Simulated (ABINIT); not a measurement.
# Quasiparticle gap of ScHO2 (R-3m) in ABINIT

Wanted: ground state, empty states, screening and self-energy for ScHO2 (R-3m).

Program: ABINIT 10.8.3. Level of theory: PBEsol and many-body steps on it, plane waves. Results are calculated unless marked as measured.

## 1. Starting point

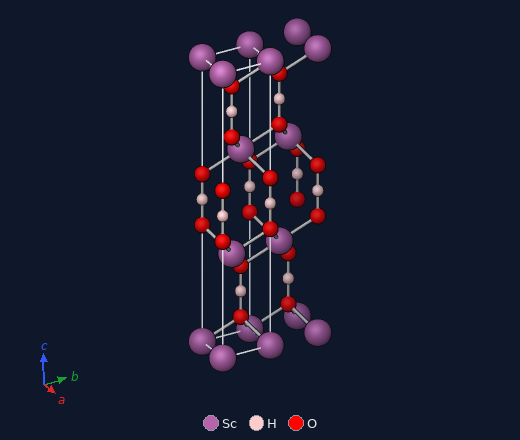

The cell as given, slightly off an axis (scandium purple, hydrogen pink, oxygen red). 1×2×1 cells are drawn. This picture shows the conventional cell, with its axes. Bonds to atoms that aren't drawn are left out. Some periodic images of atoms are drawn too.

The cell and positions are those that the Materials Project relaxed with its own functionals (PBE, PBE+U or r2SCAN), kept fixed.

## 2. Ground state

This step: ABINIT 10.8.3; DFT, PBEsol, plane waves, norm-conserving pseudopotentials.

The ground-state density comes first.

Contents of run.abi:

```
acell 3*1.0 Angstrom
rprim 
  1.616589043500 0.933338119408 4.530924155205
  -1.616589043500 0.933338119408 4.530924155205
  0.000000000000 -1.866676238893 4.530924155189
ntypat 3
znucl 21 1 8
natom 4
typat 1 2 3 3
xred 
  0.000000000000 0.000000000000 0.000000000000
  0.500000000000 0.500000000000 0.500000000000
  0.589701000000 0.589701000000 0.589701000000
  0.410299000000 0.410299000000 0.410299000000
pp_dirpath "pseudos"
pseudos "Sc.upf, H.upf, O.upf"
ecut 36
ngkpt 8 8 8
nshiftk 1
shiftk 0 0 0
kptopt 1
chksymbreak 0
nband 18
occopt 1
tolvrs 1e-10
nstep 60
prtwf 0
optforces 0
optstress 0
indata_prefix "in"
outdata_prefix "out"
tmpdata_prefix "tmp"
```

The run is started by

```console
$ OMP_NUM_THREADS=1 mpirun -n 8 abinit run.abi > log
```

Numbers of over 12 decimals in the logs are rounded to 6 here.

The program printed:

```text
.Version 10.8.3 of ABINIT. v10.8.2 released Aug 2026.

 Symmetries : space group R-3 m (#166); Bravais hR (rhombohedral)
================================================================================
 Values of the parameters that define the memory need of the present run
     intxc =       0    ionmov =       0      iscf =       7    lmnmax =       6
     lnmax =       6     mgfft =      50  mpssoang =       3    mqgrid =    3001
     natom =       4  nloc_mem =       1    nspden =       1   nspinor =       1
    nsppol =       1      nsym =      12    n1xccc =    2501    ntypat =       3
    occopt =       1   xclevel =       2
-    mband =          18        mffmem =           1         mkmem =           9
       mpw =        2872          nfft =      125000          nkpt =          65
================================================================================
  Rough estimation (10% accuracy) of disk space for files :
================================================================================

--------------------------------------------------------------------------------
------------- Echo of variables that govern the present computation ------------
--------------------------------------------------------------------------------
 -outvars: echo values of preprocessed input variables --------
            acell      1.8897261259E+00  1.8897261259E+00  1.8897261259E+00 Bohr

      chksymbreak           0
             ecut      3.60000000E+01 Hartree
-          fftalg         312

              ixc     -116133
              kpt      0.00000000E+00  0.00000000E+00  0.00000000E+00
                       1.25000000E-01  0.00000000E+00  0.00000000E+00
                       2.50000000E-01  0.00000000E+00  0.00000000E+00
                       3.75000000E-01  0.00000000E+00  0.00000000E+00
                       5.00000000E-01  0.00000000E+00  0.00000000E+00
                       1.25000000E-01  1.25000000E-01  0.00000000E+00
                       2.50000000E-01  1.25000000E-01  0.00000000E+00
                       3.75000000E-01  1.25000000E-01  0.00000000E+00
                       5.00000000E-01  1.25000000E-01  0.00000000E+00
   [... 39 further rows ...]
                       5.00000000E-01  2.50000000E-01  2.50000000E-01
                      -3.75000000E-01  2.50000000E-01  2.50000000E-01
                       outvar_i_n : Printing only first  50 k-points.
         kptrlatt        8    0    0      0    8    0      0    0    8
          kptrlen      4.88785688E+01
P           mkmem           9
            natom           4
            nband          18
            ngfft          50      50      50
             nkpt          65
            nstep          60
             nsym          12
           ntypat           3
              occ      2.000000  2.000000  2.000000  2.000000  2.000000  2.000000
                       2.000000  2.000000  2.000000  2.000000  2.000000  2.000000
                       0.000000  0.000000  0.000000  0.000000  0.000000  0.000000
        optforces           0
        optstress           0
            prtwf           0
            rprim      1.6165890435E+00  9.3333811941E-01  4.5309241552E+00
[...]
spgroup         166

           tolvrs      1.00000000E-10

             xred      0.0000000000E+00  0.0000000000E+00  0.0000000000E+00
[...]
znucl       21.00000    1.00000    8.00000

================================================================================

 chkinp: Checking input parameters for consistency.

================================================================================
== DATASET  1 ==================================================================
-   mpi_nproc: 8, omp_nthreads: 1 (-1 if OMP is not activated)

--- !DatasetInfo
iteration_state: {dtset: 1, }
dimensions: {natom: 4, nkpt: 65, mband: 18, nsppol: 1, nspinor: 1, nspden: 1, mpw: 2872, }
cutoff_energies: {ecut:  36.0, pawecutdg:  -1.0, }
electrons: {nelect:   2.40000000E+01, charge:   0.00000000E+00, occopt:   1.00000000E+00, tsmear:   1.00000000E-02, }

 Real(R)+Recip(G) space primitive vectors, cartesian coordinates (Bohr,Bohr^-1):
 R(1)=  3.0549106  1.7637534  8.5622058  G(1)=  0.1636709  0.0944954  0.0389308
 R(2)= -3.0549106  1.7637534  8.5622058  G(2)= -0.1636709  0.0944954  0.0389308
 R(3)=  0.0000000 -3.5275069  8.5622058  G(3)=  0.0000000 -0.1889909  0.0389308
 Unit cell volume ucvol=  2.7680458E+02 bohr^3
 Angles (23,13,12)=  3.85242399E+01  3.85242399E+01  3.85242399E+01 degrees

 getcut: wavevector=  0.0000  0.0000  0.0000  ngfft=  50  50  50
         ecut(hartree)=     36.000   => boxcut(ratio)=   2.00017

--- Pseudopotential description ------------------------------------------------
- Sc Generated using ONCVPSP code by D. R. Hamann
- 21.00000  11.00000  180301                  znucl, zion, pspdat
12 -116133 2 -1 1642                          pspcod,pspxc,lmax,lloc,mmax
     nproj     2     2     2
  pspatm : epsatm=   13.58981452
         --- l  ekb(1:nproj) -->
[...]
pspatm: atomic psp has been read  and splines computed

- H Generated using ONCVPSP code by D. R. Hamann
-  1.00000   1.00000  180301                  znucl, zion, pspdat
12 -116133 1 -1 1180                          pspcod,pspxc,lmax,lloc,mmax
     nproj     2     1     0
  pspatm : epsatm=    0.35585368
         --- l  ekb(1:nproj) -->
[...]
1   -0.494138
 pspatm: atomic psp has been read  and splines computed

- O Generated using ONCVPSP code by D. R. Hamann
-  8.00000   6.00000  180301                  znucl, zion, pspdat
12 -116133 2 -1 936                           pspcod,pspxc,lmax,lloc,mmax
     nproj     2     2     1
  pspatm : epsatm=    6.22910120
         --- l  ekb(1:nproj) -->
[...]
2   -1.335834
 pspatm: atomic psp has been read  and splines computed

   6.33692894E+02                                ecore*ucvol(ha*bohr**3)
--------------------------------------------------------------------------------

_setup2: Arith. and geom. avg. npw (full set) are    2855.119    2855.109

================================================================================

--- !BeginCycle
iteration_state: {dtset: 1, }
solver: {iscf: 7, nstep: 60, nline: 4, wfoptalg: 0, }
tolerances: {tolvrs: 1.00E-10, }

     iter   Etot(hartree)      deltaE(h)  residm     vres2
 ETOT  1  -81.814769089420    -8.181E+01 1.622E-01 1.680E+03
 ETOT  2  -81.218712788319     5.961E-01 9.207E-02 6.555E+03
 ETOT  3  -82.085824197362    -8.671E-01 1.966E-02 1.250E+02
 ETOT  4  -82.094482904836    -8.659E-03 1.933E-02 2.791E+01
 ETOT  5  -82.097242932075    -2.760E-03 3.470E-03 3.526E-01
 ETOT  6  -82.097288098101    -4.517E-05 2.160E-03 6.395E-02
 ETOT  7  -82.097293614041    -5.516E-06 2.858E-04 9.035E-04
 ETOT  8  -82.097293615867    -1.826E-09 2.310E-04 6.431E-04
 ETOT  9  -82.097293660199    -4.433E-08 2.932E-05 3.377E-05
 ETOT 10  -82.097293662797    -2.598E-09 3.204E-05 4.938E-07
 ETOT 11  -82.097293662831    -3.422E-11 9.422E-06 1.125E-09
 ETOT 12  -82.097293662829     1.521E-12 1.048E-05 2.890E-11

 At SCF step   12       vres2   =  2.89E-11 < tolvrs=  1.00E-10 =>converged.

--- !ResultsGS
iteration_state: {dtset: 1, }
comment   : Summary of ground state results
lattice_vectors:
- [  3.0549106,   1.7637534,   8.5622058, ]
- [ -3.0549106,   1.7637534,   8.5622058, ]
- [  0.0000000,  -3.5275069,   8.5622058, ]
lattice_lengths: [   9.26038,    9.26038,    9.26038, ]
lattice_angles: [ 38.524,  38.524,  38.524, ] # degrees, (23, 13, 12)
lattice_volume:   2.7680458E+02
convergence: {deltae:  1.521E-12, res2:  2.890E-11, residm:  1.048E-05, diffor:  0.000E+00, }
etotal    :  -8.20972937E+01
entropy   :   0.00000000E+00
fermie    :   1.17004614E-01
cartesian_stress_tensor: null
pressure_GPa: null
xred      :
- [  0.0000E+00,   0.0000E+00,   0.0000E+00, Sc]
- [  5.0000E-01,   5.0000E-01,   5.0000E-01,  H]
- [  5.8970E-01,   5.8970E-01,   5.8970E-01,  O]
- [  4.1030E-01,   4.1030E-01,   4.1030E-01,  O]
cartesian_forces: null
force_length_stats: {min: null, max: null, mean: null, }

 Integrated electronic density in atomic spheres:
 ------------------------------------------------
 Atom  Sphere_radius  Integrated_density
[...]
4        2.00000          6.30552395
================================================================================

 ----iterations are completed or convergence reached----

 Mean square residual over all n,k,spin=   19.207E-09; max=  10.480E-06
 reduced coordinates (array xred) for    4 atoms
       0.000000000000      0.000000000000      0.000000000000
       0.500000000000      0.500000000000      0.500000000000
       0.589701000000      0.589701000000      0.589701000000
       0.410299000000      0.410299000000      0.410299000000
 rms dE/dt=  0.0000E+00; max dE/dt=  0.0000E+00; dE/dt below (all hartree)
    1       0.000000000000      0.000000000000      0.000000000000
    2       0.000000000000      0.000000000000      0.000000000000
    3       0.000000000000      0.000000000000      0.000000000000
    4       0.000000000000      0.000000000000      0.000000000000

 cartesian coordinates (angstrom) at end:
    1      0.000000     0.000000     0.000000
    2      0.000000    -3.85e-11     6.796386
    3     -0.000000    -4.541e-11     8.015672
    4      0.000000    -3.159e-11     5.577101
 length scales=  1.889726125908  1.889726125908  1.889726125908 bohr
              =  1.000000000000  1.000000000000  1.000000000000 angstroms
 prteigrs : about to open file out_EIG
 Fermi (or HOMO) energy (hartree) =   0.11700   Average Vxc (hartree)=  -0.38400
 Eigenvalues (hartree) for nkpt=  65  k points:
 kpt#   1, nband= 18, wtk=  0.00195, kpt=  0.0000  0.0000  0.0000 (reduced coord)
  -1.61550   -0.83857   -0.82616   -0.82616   -0.52432   -0.44264   -0.11845    0.03473
   0.03473    0.09625    0.09625    0.11105    0.28680    0.29297    0.29297    0.33827
   0.40456    0.40456
 prteigrs : prtvol=0 or 1, do not print more k-points.

--- !EnergyTerms
iteration_state     : {dtset: 1, }
comment             : Components of total free energy in Hartree
kinetic             :  4.01055968014860E+01
hartree             :  2.20195739679705E+01
xc                  : -1.66616970168868E+01
Ewald energy        : -5.39326403422333E+01
psp_core            :  2.28931502056233E+00
local_psp           : -7.30676494057835E+01
non_local_psp       : -2.84979268794460E+00
total_energy        : -8.20972936628293E+01
total_energy_eV     : -2.23398116760898E+03
band_energy         : -9.76418659230958E+00

== END DATASET(S) ==============================================================
================================================================================

 -outvars: echo values of variables after computation  --------
           etotal     -8.2097293663E+01
            nband          18
             nkpt          65
          spgroup         166
 [... the other variables as echoed above ...]

 Calculation completed.
```

It took 26 s on 8 MPI ranks of Arm Neoverse V2, shared host; peak memory 0.72 GiB.

Numbers from this step:

| Property | Result |
| --- | --- |
| total energy | -2233.9812 eV |
| gap | 3.958 eV |
| k of the valence top | -0.125, 0.125, 0 |
| k of the conduction bottom | 0.5, 0.5, 0 |
| least direct gap | 4.372 eV |

The gap is indirect, with the least direct gap 0.41 eV higher.

(Continued in part 2 of 3.)

[Paths, hosts, dates, memory and timing lines, banners, echoed tables and standing remarks are left out of the program output.]

[Logs are printed without paths, hosts, clocks, repeated set-up lines and the standing remarks that a program may print on its own settings, such as how far it seeks lower states.]

[Runs of the session that timed out or met a known fault of the program may be left out.]

[Hosts, paths, dates, database ids (printed as entryN), source tags and the programs' standing remarks are cut or masked in the printed files.]

[G0W0 gaps are taken among the corrected bands and points alone; a level outside them can change the order at an edge.]

[Where Ansatz stands beside ABINIT at settings called matched, ABINIT's density can come from a denser mesh and the files from another edition; pairs whose starting gaps differed by over 0.03 eV were left out, so agreement reads better than it is.]
